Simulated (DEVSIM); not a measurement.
Device: Ru/Al2O3/p-Ge capacitor, at 300 K.

```
layer (left to right)  material  thickness (nm)  Na (cm⁻³)
---------------------  --------  --------------  ---------
1                         Al2O3            5.60          -
2                            Ge            1100     6.2e16
```

Metal gate on the left, work function 4.7 eV. Fixed charge at the semiconductor interface 1.3e10 cm⁻² (in units of +e); no interface traps.

Constants are typed, rounded textbook-type inputs, not results; the design itself was drawn at random and stands for no fabricated device. Values at 300 K.

```
parameter      Al2O3       Ge
-------------  -----  -------
gap (eV)         6.8    0.664
affinity (eV)   1.35        4
permittivity       9       16
Nc (cm⁻³)          -  1.04e19
Nv (cm⁻³)          -     6e18
```

Model (solved in DEVSIM): 1D Poisson equation in equilibrium, Boltzmann statistics, complete ionisation; no quantum confinement or tunnelling. Metal contacts follow the ideal Schottky-Mott rule: no Fermi-level pinning, no interface dipoles.

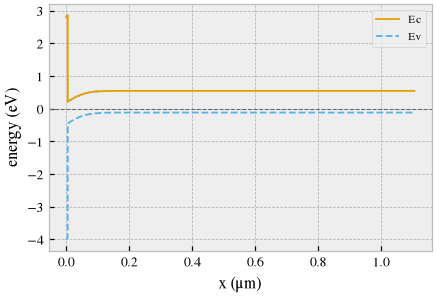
Fig. 1. Band edges at 0.55 V on the gate

Energies count from the Fermi level of the right contact; mesh points crowd at the junctions.

| x (μm) | Ec (eV) | Ev (eV) | n (cm⁻³) | p (cm⁻³) | field (V/cm) |
|---|---|---|---|---|---|
| 0.000 | 2.800 | -4.000 | < 1e2 | < 1e2 | 110000 |
| 0.0009690 | 2.811 | -3.989 | < 1e2 | < 1e2 | 110000 |
| 0.002401 | 2.827 | -3.973 | < 1e2 | < 1e2 | 110000 |
| 0.003955 | 2.845 | -3.955 | < 1e2 | < 1e2 | 110000 |
| 0.005460 | 2.862 | -3.938 | < 1e2 | < 1e2 | 110000 |
| 0.006435 | 0.219 | -0.445 | 2.2e15 | 2.0e11 | 65000 |
| 0.008367 | 0.232 | -0.432 | 1.3e15 | 3.3e11 | 64000 |
| 0.01391 | 0.266 | -0.398 | 3.5e14 | 1.2e12 | 60000 |
| 0.02306 | 0.318 | -0.346 | 4.8e13 | 9.1e12 | 53000 |
| 0.04108 | 0.402 | -0.262 | 1.8e12 | 2.4e14 | 41000 |
| 0.07412 | 0.499 | -0.165 | 4.3e10 | 1.0e16 | 19000 |
| 0.1781 | 0.546 | -0.118 | 7.1e9 | 6.1e16 | 150 |
| 0.3461 | 0.546 | -0.118 | 7.0e9 | 6.2e16 | ≈ 0 |
| 0.6414 | 0.546 | -0.118 | 7.0e9 | 6.2e16 | ≈ 0 |
| 0.9136 | 0.546 | -0.118 | 7.0e9 | 6.2e16 | ≈ 0 |
| 1.009 | 0.546 | -0.118 | 7.0e9 | 6.2e16 | ≈ 0 |
| 1.057 | 0.546 | -0.118 | 7.0e9 | 6.2e16 | ≈ 0 |
| 1.081 | 0.546 | -0.118 | 7.0e9 | 6.2e16 | ≈ 0 |
| 1.096 | 0.546 | -0.118 | 7.0e9 | 6.2e16 | ≈ 0 |
| 1.101 | 0.546 | -0.118 | 7.0e9 | 6.2e16 | ≈ 0 |
| 1.104 | 0.546 | -0.118 | 7.0e9 | 6.2e16 | ≈ 0 |
| 1.106 | 0.546 | -0.118 | 7.0e9 | 6.2e16 | ≈ 0 |
